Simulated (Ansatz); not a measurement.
# A computed series for SnO: pressure series

Start from SnO in the litharge type structure (space group P4/nmm, No. 129; a = 3.8371 Å, c = 4.7586 Å; layered, stacked along the Cartesian z axis).

Cell and atoms are relaxed at each pressure.

Computed with PBE-D3(BJ)/PAW in Ansatz (an electronic-structure program), no spin-orbit coupling.

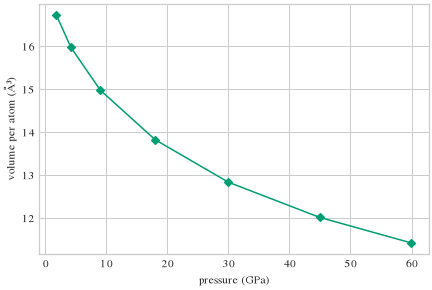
Figure. Volume against pressure

### Question
Estimate the zero-pressure bulk modulus from the plot.

### Answer
About 35 GPa; a third-order Birch–Murnaghan fit to the points gives V₀ = 17.47 Å³/atom, B₀ = 35 GPa and B₀′ = 6.9.

Load acts through the strain it causes; cell and atoms are relaxed under it. Stability against distortions was not tested. No other phases were tried under pressure. The final runs are not spin-polarised.
